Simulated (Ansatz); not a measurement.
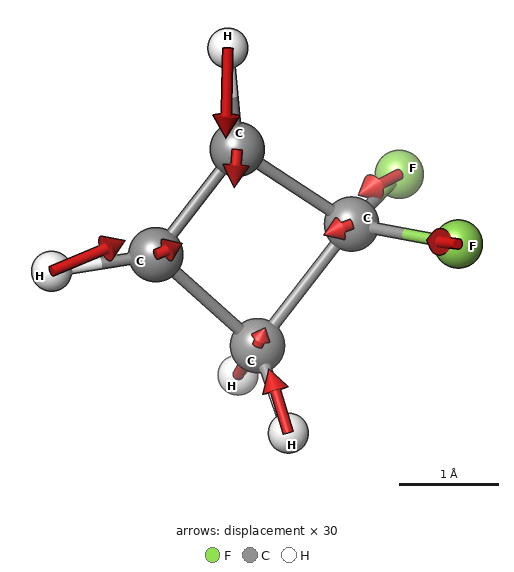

This is a relaxation of C4H4F2. The starting structure is drawn; red arrows show the displacements, magnified 30 times. The two geometries are superimposed by the best rigid fit.

A ball-and-stick model, seen at a tilt.

The start comes from PBE-D4/def2-SVP.

Theory: Ansatz, RKS PBE0-D4/def2-TZVP. Set-up: force threshold 0.005 eV/Å; at most 150 steps.

Atoms of which element are displaced furthest, and by how much?

Hydrogen: up to 0.031 Å, against 0.021 Å for fluorine.

What happened in the run?

The energy falls by 4.76 kJ/mol in 5 geometry steps. Largest force component: 0.58 eV/Å at the start, 0.00064 eV/Å at the end. The atom that moves furthest after the best rigid fit is an H atom (0.031 Å). By element the largest moves are H 0.031 Å, F 0.021 Å, C 0.013 Å. Some distances before and after: C–C 1.353 → 1.333 Å, C–H 1.101 → 1.083 Å, C–C 1.562 → 1.546 Å, C–C 1.515 → 1.502 Å. The run took roughly 70 core-seconds on a shared host.
